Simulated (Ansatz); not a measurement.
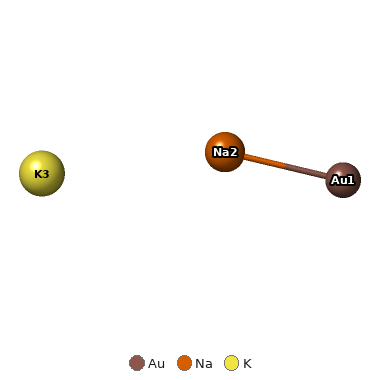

The system is Au + NaK, spin multiplicity 2; the picture shows the reference structure. 
- The first coordinate is: distance Au1–Na2; the second: distance Na2–K3.
- Nothing is relaxed (the angle Au1–Na2–K3 is fixed at 160 degrees).
- The scan uses a 9 × 9 grid.
- All energies are given in kJ/mol relative to Au far from the relaxed NaK (each part in its own basis).
- Theory: UKS SPW92 (LDA)/def2-SVPD in Ansatz 0.2.0.

Its coordinates:

```xyz
3

Au   -2.5770    0.0000    0.0000
Na    0.0000    0.0000    0.0000
K     3.6902    1.3431    0.0000
```

Range: distance Au1–Na2 from 2.416 to 4.816 Å; distance Na2–K3 from 2.952 to 5.352 Å.

Predict the map.

Answer. The lowest grid point is at distance Au1–Na2 = 2.577 Å, distance Na2–K3 = 3.927 Å, −237 kJ/mol from Au far from the relaxed NaK (each part in its own basis). No other kind of well shows on this grid. The highest grid point, distance Au1–Na2 = 4.816 Å, distance Na2–K3 = 5.352 Å, lies 181 kJ/mol above the lowest.

```tsv
distance Na2–K3 ↓, distance Au1–Na2 →	2.416	2.577	2.812	3.087	3.391	3.719	4.067	4.434	4.816
5.352	−219	−225	−215	−191	−160	−129	−100	−75	−56
4.970	−222	−229	−220	−196	−166	−135	−107	−83	−65
4.603	−226	−233	−224	−201	−171	−141	−114	−91	−74
4.255	−229	−236	−227	−205	−176	−147	−121	−99	−82
3.927	−230	−237	−229	−207	−178	−150	−125	−104	−88
3.623	−228	−235	−227	−205	−178	−150	−126	−106	−90
3.348	−222	−229	−221	−200	−173	−145	−122	−102	−87
3.113	−212	−220	−212	−190	−163	−136	−113	−94	−79
2.952	−203	−210	−202	−180	−153	−126	−103	−84	−69
```

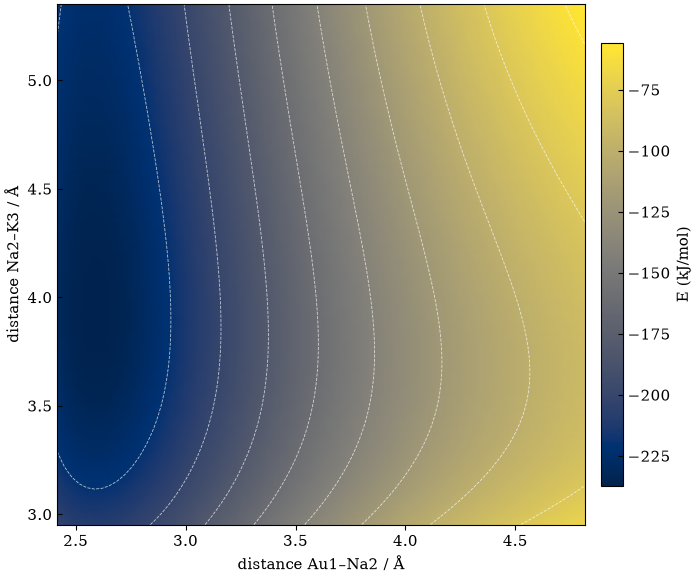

Drawn: a smooth colour map with a few white contour lines. Between grid points the surface is interpolated.

Each point was launched as `ansatz run input.yaml --threads 1 --pin off --max-ram 2560MiB --backend cpu --events-out ev --progress --plain --runs-dir out`. Time for the 81 points that were run: 37 min on 1 thread of Arm Neoverse N1, on a shared host.
